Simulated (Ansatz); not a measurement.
# Fields on a plane of HgTe (zinc blende)

```
CELL_PARAMETERS angstrom
      0.00000     3.25489     3.25489
      3.25489     0.00000     3.25489
      3.25489     3.25489     0.00000
ATOMIC_POSITIONS crystal
  Te 0.75000 0.75000 0.75000
  Hg 0.00000 0.00000 0.00000
```

The slice is a {110} plane (indices of the conventional cell) through the point (0.750, 0.750, 0.750) (fractional), spanned by u = [100] and v = [1 -1 -1] in vectors of this cell: u (4.60 Å) and v (6.51 Å, at 90° to u). It covers one period; positions are fractions (u, v).

Atoms on it: Te at (0.00, 0.00); Hg at (0.50, 0.75).

Computed with PBEsol (plane waves to 420 eV, PAW, scalar-relativistic; Ansatz, a quantum-chemistry and plane-wave program). k mesh 9×9×9. These are valence fields of a PAW run, semicore shells included where kept as valence: close to a nucleus they are smooth pseudo fields. At this level the bands of HgTe touch or barely overlap. HgTe was relaxed with its symmetry unable to fall. Spin-orbit coupling is left out, though Hg and Te are heavy.

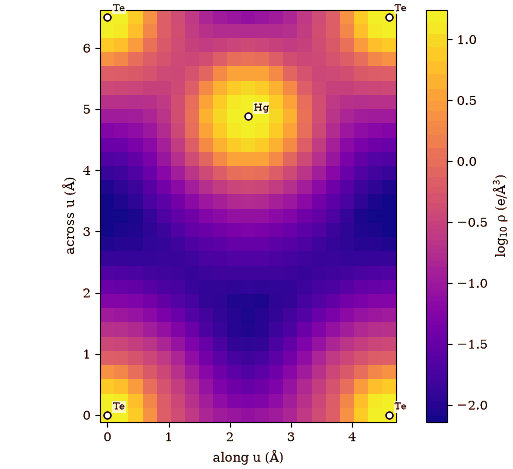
Figure. Log₁₀ of the valence density in e/Å³, one period of the plane, atoms marked. The scale is logarithmic, as a density can span decades between atoms and voids.

```
|xxxxx =+*+++*+= xxxx|
|xxxx  -=:. .:=-  xxx|
|xxxx .:  xxx  :. xxx|
|xx  .: xxxxxxx :.  x|
|  .--. xxxxxxx .--. |
|=+++= xxxxxxxxx =+++|
|####+ xxxxxxxxx +###|
|%%%#+ xxxxxxxxx +#%%|
|@@@%*: xxxxxxx :*%@@|
|@@@%#+ xxxxxxx +#%@@|
|@@@@%*=  xxx  =*%@@@|
|@@@@@%*+-. .-+*%@@@@|
|@@@@@@%#**+**#%@@@@@|
|@@@@@@@%%%%%%%@@@@@@|
|@@@@@@@@@@@@@@@@@@@@|
|@@@@@@@@@@@@@@@@@@@@|
|@@@@@@@@@@@@@@@@@@@@|
|@@@@@@@@@@@@@@@@@@@@|
|@@@@@@@@@@@@@@@@@@@@|
|%%@@@@@@@@@@@@@@@@@%|
|##%%@@@@@@@@@@@@%%%#|
|=++*#%@@@@@@@@@%#*++|
|  .-*#%@@@@@@@%#*-. |
|xx  :+#%@@@@@%#+:  x|
|xxxx -*%@@@@@%*- xxx|
|xxxx  +#%@@@%#+  xxx|
|xxxxx =#%%@%%#= xxxx|
|xxxxx =*##%##*= xxxx|
```
Scale: ten equal steps from -3.00 (start of ' ') to 5.68 (end of '@'), in the order ' .:-=+*#%@'. Values: electrostatic potential energy of an electron, from the cell's mean, in eV. The map has 20 points along u (one character each, u = 0 at the left) and 28 along v (v = 0 in the bottom row). Points within 1 Å of a nucleus are blanked (x), as the pseudised field means little there. Values under -3 eV are set to -3. The zero, the cell's mean, hangs on the PAW cores.

The density on the Te–Hg line (2.82 Å) at its midpoint is 0.37 e/Å³ and the ELF at that point is 0.4. ELF maximum in the middle third of the Te–Hg line: 0.59, 1.1 Å from Te.
